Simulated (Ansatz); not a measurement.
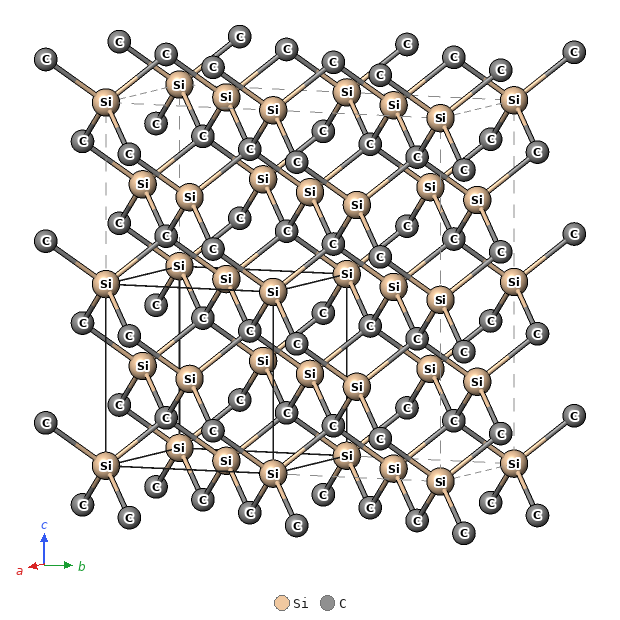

The compound is SiC (space group F-43m, No. 216), taken as the input geometry of an electronic-structure calculation (not necessarily at equilibrium); the starting structure was generated, so it need not be a known form of this composition.

Bonds are taken as C–Si below 2.1 Å. The graph is simplified in the usual way: terminal and isolated atoms are pruned, two-connected atoms become edges.

Question: What kind of net remains, and which atoms are its nodes?

Answer: A uninodal 4-connected, three-periodic net: Si and C are 4-connected nodes.

Question: Name the underlying net.

Answer: It is the dia net, known from diamond, zinc blende and cristobalite.

Question: Is the net interpenetrated?

Answer: It is a single net, without interpenetration.

Question: How many nodes does the smallest cycle have?

Answer: Six.

The simplified net, drawn on the atoms' positions. Nodes are coloured by element. Short stubs are edges that leave the cut-out.

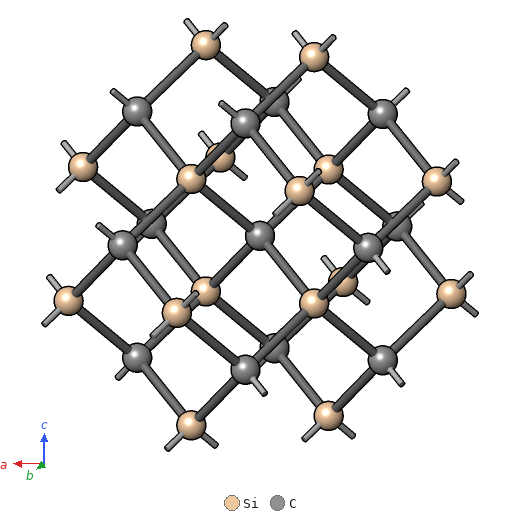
